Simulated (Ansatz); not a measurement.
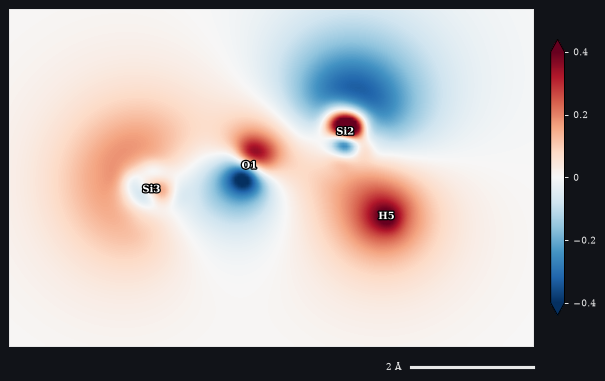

*H2OSi2. The HOMO on the plane of atoms O1, Si2 and H5 (values in Å⁻³ᐟ²; the overall sign is arbitrary).*

Geometry: PBE0-D3(BJ)/def2-SVP.

Computed with isolated molecule in a Gaussian basis; Kohn-Sham density functional theory, functional PBE0 (Ansatz).

```xyz
5

O    -0.0180   -0.5165    0.1111
Si   -0.9361   -0.3445    1.4914
Si    0.7058   -0.8210   -1.3590
H     1.2184    0.6174   -1.5952
H     0.2010   -0.6572    2.4897
```

What is the character of this orbital?

Answer. By Hirshfeld shares it lies mainly on Si2 (about 35 %), Si3 (about 35 %), H4 (about 10 %), H5 (about 10 %) and O1 (about 10 %). Its energy is −6.60 eV.
